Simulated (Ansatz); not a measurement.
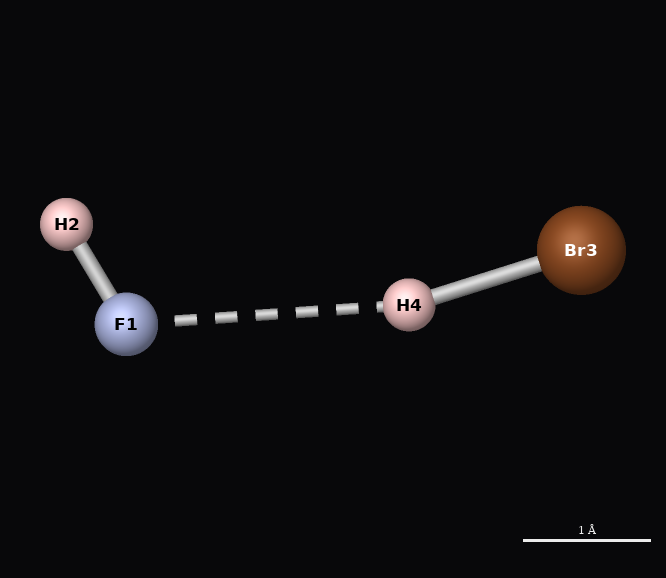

Two molecules or ions; the broken line marks their closest contact (measured against van der Waals radii). Geometry: a pair of rigid molecules at a changed separation. Program: Ansatz 0.2.0.

Q: Which two species are they?

A: HF and HBr (`Br.F`).

Q: How long is the contact?

A: F1···H4 is 2.24 Å.

Give the counterpoise-corrected interaction energy (kcal/mol, monomers kept as in the pair) with RHF-CCSD(T) (frozen core)/def2-TZVPPD.

| level | interaction energy (kcal/mol) |
| --- | --- |
| RHF-CCSD(T) (frozen core)/def2-TZVPPD | −2.0 |
